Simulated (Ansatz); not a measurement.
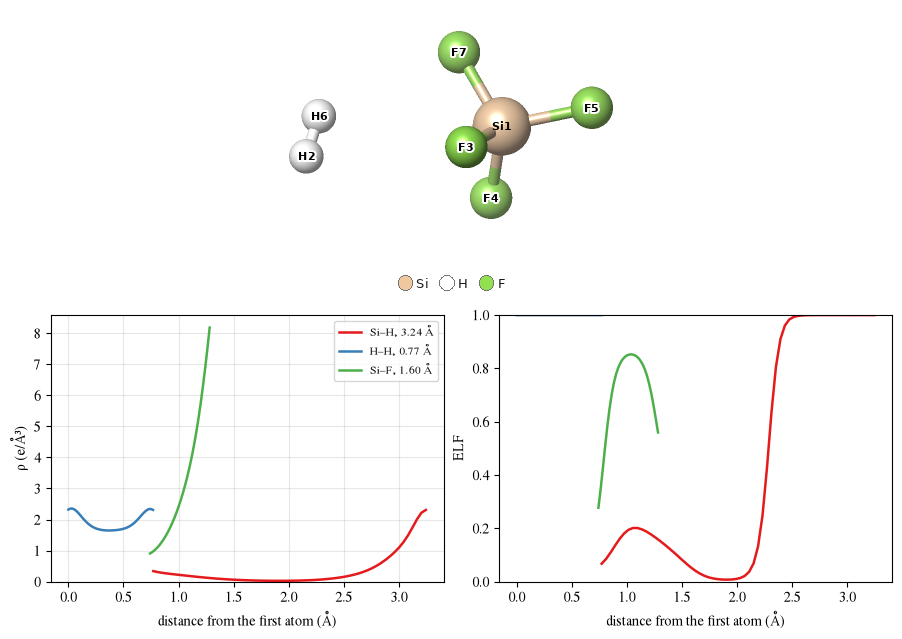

*SiF4···H2. Total electron density and ELF along straight lines between neighbouring atoms. The curves leave out the atomic cores. The structure is drawn too.*

Method: Ansatz 0.2.0, RKS PBE/def2-SVP.

| atom | x (Å) | y (Å) | z (Å) |
| --- | --- | --- | --- |
| Si | -0.8622 | 0.3053 | -0.2581 |
| H | 2.1550 | -1.1502 | 0.6069 |
| F | -0.3167 | -0.5183 | -1.5199 |
| F | -1.1454 | -0.6990 | 0.9581 |
| F | -2.2227 | 1.0530 | -0.6586 |
| H | 2.1635 | -0.3863 | 0.6851 |
| F | 0.2284 | 1.3956 | 0.1864 |

Question: Compare the contacts.

Answer: Si1···H6 (3.24 Å): the density falls to about 0.03 e/Å³ on the way; the ELF dips to about 0 between them; a non-bonded, intermolecular contact.
H–H (0.77 Å): ρ at the midpoint is about 1.6 e/Å³; the ELF peaks at about 1 between the atoms.
Si–F (1.60 Å): the density is about 1.1 e/Å³ at the midpoint; the ELF peaks at about 0.85 in the valence shell of F, 0.6 Å from its nucleus, and is about 0.50 at the midpoint.
